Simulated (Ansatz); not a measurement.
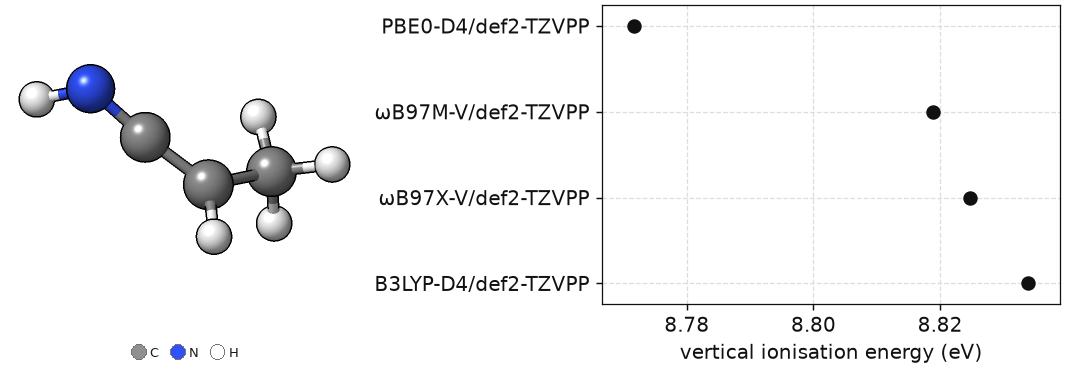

Vertical ionisation energy of C₃H₅N, SMILES CC=C=N, taken as the energy of the cation less that of the neutral at fixed geometry (unrestricted doublet cation, cores frozen in correlated methods, no spin-orbit coupling), the Ansatz code 0.2.0, at a PBE0-D4/def2-TZVP geometry (a minimum by its frequencies).

**What range do the values span?**

From 8.77 eV (PBE0-D4/def2-TZVPP) to 8.83 eV (B3LYP-D4/def2-TZVPP).

**Give the values.**

```
              level    eV
 PBE0-D4/def2-TZVPP  8.77
 ωB97M-V/def2-TZVPP  8.82
 ωB97X-V/def2-TZVPP  8.82
B3LYP-D4/def2-TZVPP  8.83
```
